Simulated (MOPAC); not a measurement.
**Ge₂H₃F: geometry relaxation (part 2 of 3)**

Continued. System: Ge₂H₃F, multiplicity 3, SMILES [F][Ge][GeH3]. Method: PM6-D3, unrestricted, dispersion D3, COSMO solvent benzene (MOPAC 23.2.5). The geometry comes from this level: GFN2-xTB.

Geometry of the input (Å):
```
F  0.0000  0.0000  0.0000
Ge 1.8525  0.0000  0.0000
Ge 2.2290  2.4808  0.0000
H  1.8117  3.3312  -1.2100
H  3.7528  2.4852  0.0126
H  1.7902  3.3301  1.2027
```

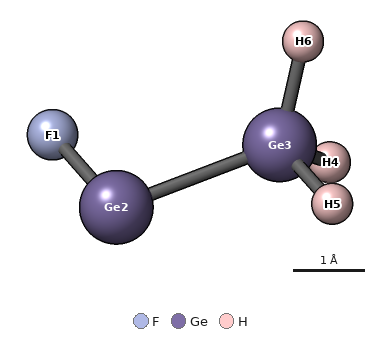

Figure 1. The input geometry (ball-and-stick view, seen at a tilt; atoms are numbered from 1 in the order of the input). Sticks mark near contacts.

Output, continued:
```
          ORIENTATION OF MOLECULE IN FORCE CALCULATION

    NO.       ATOM         X         Y         Z

     1          F      -2.0493   -0.9929    0.0000
     2         Ge      -0.3132   -0.9929    0.0000
     3         Ge       0.8086    1.1887    0.0000
     4          H       0.4907    1.7856   -1.3694
     5          H       2.2892    0.8845    0.2048
     6          H       0.1687    1.9427    1.1641

    FIRST DERIVATIVES WILL BE USED IN THE CALCULATION OF SECOND DERIVATIVES

          ESTIMATED TIME TO COMPLETE CALCULATION =        1.41 SECONDS

    FOR POINT-GROUP C1   THERE ARE   1 UNIQUE SYMMETRY FUNCTIONS.

 STEP:   1 TIME =     0.02 SECS, INTEGRAL =      0.02 TIME LEFT:    599.94
 STEP:   2 TIME =     0.02 SECS, INTEGRAL =      0.05 TIME LEFT:    599.91
 STEP:   3 TIME =     0.03 SECS, INTEGRAL =      0.08 TIME LEFT:    599.88
 STEP:   4 TIME =     0.03 SECS, INTEGRAL =      0.11 TIME LEFT:    599.86
 STEP:   5 TIME =     0.03 SECS, INTEGRAL =      0.13 TIME LEFT:    599.83
 STEP:   6 TIME =     0.03 SECS, INTEGRAL =      0.16 TIME LEFT:    599.80
 STEP:   7 TIME =     0.03 SECS, INTEGRAL =      0.20 TIME LEFT:    599.77
 STEP:   8 TIME =     0.03 SECS, INTEGRAL =      0.22 TIME LEFT:    599.74
 STEP:   9 TIME =     0.03 SECS, INTEGRAL =      0.25 TIME LEFT:    599.71
 STEP:  10 TIME =     0.03 SECS, INTEGRAL =      0.28 TIME LEFT:    599.68
 STEP:  11 TIME =     0.02 SECS, INTEGRAL =      0.30 TIME LEFT:    599.66
 STEP:  12 TIME =     0.02 SECS, INTEGRAL =      0.33 TIME LEFT:    599.63
 STEP:  13 TIME =     0.02 SECS, INTEGRAL =      0.35 TIME LEFT:    599.61
 STEP:  14 TIME =     0.02 SECS, INTEGRAL =      0.37 TIME LEFT:    599.59
 STEP:  15 TIME =     0.02 SECS, INTEGRAL =      0.39 TIME LEFT:    599.57
 STEP:  16 TIME =     0.02 SECS, INTEGRAL =      0.41 TIME LEFT:    599.55
 STEP:  17 TIME =     0.03 SECS, INTEGRAL =      0.44 TIME LEFT:    599.52
 STEP:  18 TIME =     0.02 SECS, INTEGRAL =      0.46 TIME LEFT:    599.50

(To convert to Hartree/Bohr^2, multiply by (10^(-21) x N x a0^2)/(4.184 x 627.51) =  0.0642)

           FORCE MATRIX IN MILLIDYNES/ANGSTROM

                  F  1      Ge  2      Ge  3       H  4       H  5       H  6
 ------------------------------------------------------------------------------
     F    1   3.663350
    Ge    2   3.608807   4.260969
    Ge    3   0.117854   1.105663   6.227244
     H    4   0.021555   0.187339   2.721043   3.049398
     H    5   0.048557   0.161277   2.725904   0.225998   3.079806
     H    6   0.023643   0.193769   2.732411   0.208521   0.216461   3.048379

          HEAT OF FORMATION =       3.827738 KCALS/MOLE

          ZERO POINT ENERGY      15.858 KCAL/MOL

           NORMAL COORDINATE ANALYSIS (Total motion = 1 Angstrom)

   Root No.       1         2         3         4         5         6         7         8

                 1 A       2 A       3 A       4 A       5 A       6 A       7 A       8 A

                  93.6     120.3     246.1     434.9     469.2     640.1     677.8     764.6

           1    0.0209    0.0110    0.1354   -0.0054    0.0029    0.2964   -0.0300    0.0004
           2    0.1373    0.0675   -0.0014   -0.0057    0.0022    0.0046    0.0003    0.0000
           3   -0.0378    0.0444   -0.0011    0.0034   -0.0030    0.0002    0.0002   -0.0002
           4    0.0239    0.0124    0.1021   -0.0048    0.0017   -0.0798    0.0064    0.0008
           5   -0.0309   -0.0154    0.2662    0.0045   -0.0022   -0.0079   -0.0043    0.0003
           6    0.0128   -0.0150    0.0004    0.0014    0.0068   -0.0004   -0.0004   -0.0009
           7   -0.0274   -0.0145   -0.1366    0.0107   -0.0047   -0.0009   -0.0036    0.0034
           8   -0.0054   -0.0021   -0.2624   -0.0066    0.0025   -0.0009   -0.0075   -0.0001
           9   -0.0027    0.0031   -0.0001   -0.0053   -0.0116    0.0001   -0.0000   -0.0066
          10   -0.2780    0.2299   -0.0049   -0.1174    0.2179    0.0646    0.1118   -0.3651
          11    0.0607   -0.1001   -0.0560    0.0984    0.3710    0.1685    0.2741   -0.0141
          12    0.0829   -0.0954    0.0325    0.0714    0.1143    0.0557    0.0886    0.0924
          13    0.0212   -0.0509   -0.0840    0.0618   -0.0640    0.0332    0.0508   -0.0863
          14    0.0882   -0.0050   -0.1345    0.4101   -0.2153    0.1824    0.2589   -0.0960
          15   -0.2467    0.2938   -0.0114    0.1286    0.1412    0.0202    0.0268    0.4177
          16    0.1125   -0.2379    0.0190   -0.2699    0.0038    0.1290    0.1993    0.1439
          17   -0.1241    0.0899   -0.0531   -0.2494   -0.2208    0.2029    0.3120    0.0954
          18    0.1542   -0.1813   -0.0198    0.0180    0.1459   -0.0550   -0.0845    0.0382

   Root No.       9        10        11        12

                 9 A      10 A      11 A      12 A

                 804.6    2246.4    2258.8    2336.1

           1   -0.0011    0.0000   -0.0000    0.0000
           2   -0.0001    0.0000   -0.0001   -0.0001
           3    0.0022    0.0001   -0.0003   -0.0001
           4   -0.0004    0.0001   -0.0001   -0.0003
           5    0.0000   -0.0001    0.0002   -0.0004
           6   -0.0012   -0.0002    0.0001    0.0001
           7   -0.0067    0.0034   -0.0072   -0.0022
           8    0.0024   -0.0019    0.0040   -0.0020
           9   -0.0032   -0.0088   -0.0038   -0.0001
          10    0.1993    0.0878    0.0625   -0.0724
          11   -0.2202   -0.1441   -0.1478    0.1184
          12   -0.1282    0.2974    0.3680   -0.2710
          13    0.0382   -0.1184    0.4158    0.3830
          14    0.1892    0.0204   -0.0791   -0.0849
          15    0.1527   -0.0451    0.0481    0.0539
          16    0.2987   -0.2218    0.0484   -0.1315
          17   -0.1420    0.2634   -0.0706    0.1417
          18    0.2570    0.3893   -0.1386    0.2241

           MASS-WEIGHTED COORDINATE ANALYSIS (NORMAL COORDINATES)

   Root No.       1         2         3         4         5         6         7         8

                 1 A       2 A       3 A       4 A       5 A       6 A       7 A       8 A

                  93.6     120.3     246.1     434.9     469.2     640.1     677.8     764.6

           1    0.1030    0.0716    0.1660   -0.0384    0.0214    0.8576   -0.2249    0.0026
           2    0.6759    0.4396   -0.0018   -0.0403    0.0158    0.0132    0.0025    0.0000
           3   -0.1862    0.2893   -0.0014    0.0246   -0.0221    0.0007    0.0016   -0.0013
           4    0.2302    0.1579    0.2448   -0.0665    0.0242   -0.4516    0.0938    0.0113
           5   -0.2976   -0.1958    0.6380    0.0625   -0.0312   -0.0450   -0.0636    0.0045
           6    0.1228   -0.1905    0.0010    0.0192    0.0970   -0.0024   -0.0064   -0.0130
           7   -0.2636   -0.1841   -0.3274    0.1492   -0.0664   -0.0050   -0.0523    0.0471
           8   -0.0515   -0.0265   -0.6290   -0.0920    0.0360   -0.0053   -0.1093   -0.0016
           9   -0.0263    0.0394   -0.0004   -0.0740   -0.1651    0.0004   -0.0007   -0.0927
          10   -0.3153    0.3451   -0.0014   -0.1928    0.3660    0.0431    0.1928   -0.6014
          11    0.0688   -0.1502   -0.0158    0.1617    0.6230    0.1123    0.4726   -0.0232
          12    0.0940   -0.1431    0.0092    0.1173    0.1919    0.0371    0.1527    0.1521
          13    0.0240   -0.0764   -0.0237    0.1015   -0.1075    0.0221    0.0876   -0.1422
          14    0.1001   -0.0075   -0.0380    0.6738   -0.3615    0.1216    0.4464   -0.1581
          15   -0.2798    0.4410   -0.0032    0.2112    0.2371    0.0134    0.0463    0.6881
          16    0.1276   -0.3570    0.0054   -0.4435    0.0065    0.0860    0.3437    0.2370
          17   -0.1407    0.1350   -0.0150   -0.4098   -0.3708    0.1352    0.5380    0.1571
          18    0.1748   -0.2721   -0.0056    0.0295    0.2449   -0.0366   -0.1457    0.0630

   Root No.       9        10        11        12

                 9 A      10 A      11 A      12 A

                 804.6    2246.4    2258.8    2336.1

           1   -0.0078    0.0001   -0.0003    0.0001
           2   -0.0008    0.0001   -0.0004   -0.0005
           3    0.0165    0.0009   -0.0024   -0.0011
           4   -0.0064    0.0007   -0.0015   -0.0038
           5    0.0003   -0.0009    0.0021   -0.0057
           6   -0.0180   -0.0024    0.0010    0.0011
           7   -0.0971    0.0456   -0.0997   -0.0326
           8    0.0348   -0.0249    0.0553   -0.0296
           9   -0.0469   -0.1161   -0.0531   -0.0019
          10    0.3391    0.1371    0.1021   -0.1246
          11   -0.3747   -0.2250   -0.2412    0.2037
          12   -0.2182    0.4644    0.6009   -0.4663
          13    0.0650   -0.1849    0.6789    0.6590
          14    0.3220    0.0319   -0.1291   -0.1461
          15    0.2598   -0.0705    0.0786    0.0927
          16    0.5083   -0.3463    0.0790   -0.2262
          17   -0.2417    0.4113   -0.1153    0.2438
          18    0.4373    0.6079   -0.2262    0.3857

          DESCRIPTION OF VIBRATIONS

 VIBRATION          1    1A          ATOM PAIR     ENERGY CONTRIBUTION    RADIAL
 FREQUENCY            93.64         Ge3 -- H 4         +34.2% (225.5%)      7.9%
 TRANSITION DIPOLE   0.2775         Ge3 -- H 5         +26.6% (198.8%)     27.2%
 TRAVEL (Ang.)       0.3212         Ge3 -- H 6         +24.9% (192.3%)      1.5%
 REDUCED MASS        6.9809         Ge2 -- Ge3          +8.4% (111.9%)      0.0%
 EFFECTIVE MASS     74.9407
 FORCE CONSTANT      0.0361

 VIBRATION          2    2A          ATOM PAIR     ENERGY CONTRIBUTION    RADIAL
 FREQUENCY           120.32         Ge3 -- H 6         +35.3% (238.5%)      4.7%
 TRANSITION DIPOLE   0.2908         Ge3 -- H 5         +31.0% (223.5%)     13.8%
 TRAVEL (Ang.)       0.4792         Ge3 -- H 4         +30.0% (219.9%)      0.0%
 REDUCED MASS        2.4410         Ge2 -- Ge3          +2.3% ( 61.3%)      0.0%
 EFFECTIVE MASS     24.2320
 FORCE CONSTANT      0.0208

 VIBRATION          3    3A          ATOM PAIR     ENERGY CONTRIBUTION    RADIAL
 FREQUENCY           246.12         Ge2 -- Ge3         +46.2% (107.6%)     99.7%
 TRANSITION DIPOLE   1.0562         Ge3 -- H 6         +14.6% ( 60.6%)      5.2%
 TRAVEL (Ang.)       0.0895         Ge3 -- H 4         +14.5% ( 60.3%)      5.5%
 REDUCED MASS       34.1978         Ge3 -- H 5         +13.7% ( 58.7%)      7.1%
 EFFECTIVE MASS     76.7505         F 1 -- Ge2         +11.0% ( 52.4%)      1.5%
 FORCE CONSTANT      1.2205

 VIBRATION          4    4A          ATOM PAIR     ENERGY CONTRIBUTION    RADIAL
 FREQUENCY           434.89         Ge3 -- H 5         +49.2% ( 93.8%)      3.9%
 TRANSITION DIPOLE   0.4053         Ge3 -- H 6         +38.9% ( 83.4%)      6.3%
 TRAVEL (Ang.)       0.5556         Ge3 -- H 4         +10.7% ( 43.7%)      0.0%
 REDUCED MASS        0.5023         Ge2 -- Ge3          +1.2% ( 14.5%)      1.9%
 EFFECTIVE MASS      2.8880
 FORCE CONSTANT      0.0560

 VIBRATION          5    5A          ATOM PAIR     ENERGY CONTRIBUTION    RADIAL
 FREQUENCY           469.24         Ge3 -- H 4         +56.1% ( 92.8%)      5.0%
 TRANSITION DIPOLE   0.2853         Ge3 -- H 6         +21.9% ( 58.0%)      1.9%
 TRAVEL (Ang.)       0.5463         Ge3 -- H 5         +20.9% ( 56.7%)      2.7%
 REDUCED MASS        0.4815         Ge2 -- Ge3          +1.0% ( 12.4%)      0.4%
 EFFECTIVE MASS      2.5330
 FORCE CONSTANT      0.0625

 VIBRATION          6    6A          ATOM PAIR     ENERGY CONTRIBUTION    RADIAL
 FREQUENCY           640.10         F 1 -- Ge2         +90.9% ( 97.3%)     99.8%
 TRANSITION DIPOLE   2.6667         Ge2 -- Ge3          +4.6% ( 21.8%)     28.5%
 TRAVEL (Ang.)       0.0888         Ge3 -- H 6          +2.1% ( 14.9%)      0.0%
 REDUCED MASS       13.3626         Ge3 -- H 4          +1.2% ( 11.4%)      0.1%
 EFFECTIVE MASS     26.2493
 FORCE CONSTANT      3.2258

 VIBRATION          7    7A          ATOM PAIR     ENERGY CONTRIBUTION    RADIAL
 FREQUENCY           677.83         Ge3 -- H 6         +43.5% ( 57.0%)      0.3%
 TRANSITION DIPOLE   0.1547         Ge3 -- H 4         +28.9% ( 46.4%)      0.4%
 TRAVEL (Ang.)       0.5070         Ge3 -- H 5         +20.1% ( 38.7%)      0.3%
 REDUCED MASS        0.3870         F 1 -- Ge2          +7.0% ( 22.9%)     95.8%
 EFFECTIVE MASS      2.7375
 FORCE CONSTANT      0.1048

 VIBRATION          8    8A          ATOM PAIR     ENERGY CONTRIBUTION    RADIAL
 FREQUENCY           764.64         Ge3 -- H 5         +50.5% ( 57.5%)      0.3%
 TRANSITION DIPOLE   0.3771         Ge3 -- H 4         +39.7% ( 51.0%)      1.8%
 TRAVEL (Ang.)       0.4494         Ge3 -- H 6          +9.6% ( 25.1%)     16.1%
 REDUCED MASS        0.4366         Ge2 -- Ge3          +0.3% (  4.2%)      1.6%
 EFFECTIVE MASS      1.2875
 FORCE CONSTANT      0.1504

 VIBRATION          9    9A          ATOM PAIR     ENERGY CONTRIBUTION    RADIAL
 FREQUENCY           804.57         Ge3 -- H 6         +50.6% ( 55.4%)      0.1%
 TRANSITION DIPOLE   0.4100         Ge3 -- H 4         +31.4% ( 43.6%)      2.4%
 TRAVEL (Ang.)       0.4602         Ge3 -- H 5         +17.7% ( 32.7%)      9.8%
 REDUCED MASS        0.3957         Ge2 -- Ge3          +0.3% (  4.4%)      1.1%
 EFFECTIVE MASS      1.3151
 FORCE CONSTANT      0.1509

 VIBRATION         10   10A          ATOM PAIR     ENERGY CONTRIBUTION    RADIAL
 FREQUENCY          2246.37         Ge3 -- H 6         +66.9% ( 82.8%)     99.9%
 TRANSITION DIPOLE   0.7880         Ge3 -- H 4         +29.1% ( 54.6%)     99.0%
 TRAVEL (Ang.)       0.2358         Ge3 -- H 5          +4.0% ( 20.2%)     89.7%
 REDUCED MASS        0.5397
 EFFECTIVE MASS      1.2706
 FORCE CONSTANT      1.6045

 VIBRATION         11   11A          ATOM PAIR     ENERGY CONTRIBUTION    RADIAL
 FREQUENCY          2258.76         Ge3 -- H 5         +49.8% ( 71.4%)     99.8%
 TRANSITION DIPOLE   0.7356         Ge3 -- H 4         +43.2% ( 66.5%)     99.6%
 TRAVEL (Ang.)       0.2590         Ge3 -- H 6          +6.9% ( 26.6%)     93.1%
 REDUCED MASS        0.4452
 EFFECTIVE MASS      1.2632
 FORCE CONSTANT      1.3382

 VIBRATION         12   12A          ATOM PAIR     ENERGY CONTRIBUTION    RADIAL
 FREQUENCY          2336.05         Ge3 -- H 5         +47.1% ( 66.7%)     99.9%
 TRANSITION DIPOLE   0.2749         Ge3 -- H 4         +27.2% ( 50.7%)     99.6%
 TRAVEL (Ang.)       0.2827         Ge3 -- H 6         +25.6% ( 49.2%)     99.7%
 REDUCED MASS        0.3612
 EFFECTIVE MASS      1.0388
 FORCE CONSTANT      1.1613

      SYMMETRY NUMBER FOR POINT-GROUP C1  =  1

          SYSTEM IS A GROUND STATE

 vibrations at the optimised geometry

          MOLECULE IS NOT LINEAR

          THERE ARE 12 GENUINE VIBRATIONS IN THIS SYSTEM
          THIS THERMODYNAMICS CALCULATION IS LIMITED TO
          MOLECULES WHICH HAVE NO INTERNAL ROTATIONS

                    CALCULATED THERMODYNAMIC PROPERTIES
                                          *
   TEMP. (K)   PARTITION FUNCTION   H.O.F.    ENTHALPY  HEAT CAPACITY ENTROPY
                                   KCAL/MOL   CAL/MOLE    CAL/K/MOL  CAL/K/MOL

 298.00  VIB.     0.1301D+02                  1810.5325    11.5502    11.1747
         ROT.     0.1490D+06                   888.2803     2.9808    26.6518
         INT.     0.1939D+07                  2698.8128    14.5310    37.8266
         TRA.     0.2090D+28                  1480.4672     4.9680    41.2480
         TOT.                        3.828    4179.2800    19.4990    79.0746

 200.00  VIB.     0.4713D+01                   826.6692     8.3321     7.2140
         ROT.     0.8193D+05                   596.1613     2.9808    25.4632
         INT.     0.3861D+06                  1422.8305    11.3129    32.6772
         TRA.     0.1149D+28                   993.6021     4.9680    39.2669
         TOT.                        2.065    2416.4326    16.2809    71.9441

 210.00  VIB.     0.5229D+01                   911.8999     8.7125     7.6298
         ROT.     0.8815D+05                   625.9693     2.9808    25.6086
         INT.     0.4609D+06                  1537.8692    11.6933    33.2384
         TRA.     0.1236D+28                  1043.2822     4.9680    39.5093
         TOT.                        2.230    2581.1515    16.6613    72.7477

 220.00  VIB.     0.5803D+01                  1000.8841     9.0826     8.0437
         ROT.     0.9452D+05                   655.7774     2.9808    25.7473
         INT.     0.5485D+06                  1656.6616    12.0634    33.7909
         TRA.     0.1326D+28                  1092.9623     4.9680    39.7404
         TOT.                        2.398    2749.6239    17.0314    73.5313

 230.00  VIB.     0.6439D+01                  1093.5138     9.4414     8.4554
         ROT.     0.1010D+06                   685.5855     2.9808    25.8798
         INT.     0.6506D+06                  1779.0993    12.4222    34.3351
         TRA.     0.1417D+28                  1142.6424     4.9680    39.9612
         TOT.                        2.570    2921.7417    17.3902    74.2964

 240.00  VIB.     0.7145D+01                  1189.6718     9.7882     8.8646
         ROT.     0.1077D+06                   715.3935     2.9808    26.0066
         INT.     0.7694D+06                  1905.0654    12.7690    34.8712
         TRA.     0.1511D+28                  1192.3226     4.9680    40.1727
         TOT.                        2.746    3097.3879    17.7370    75.0439
```
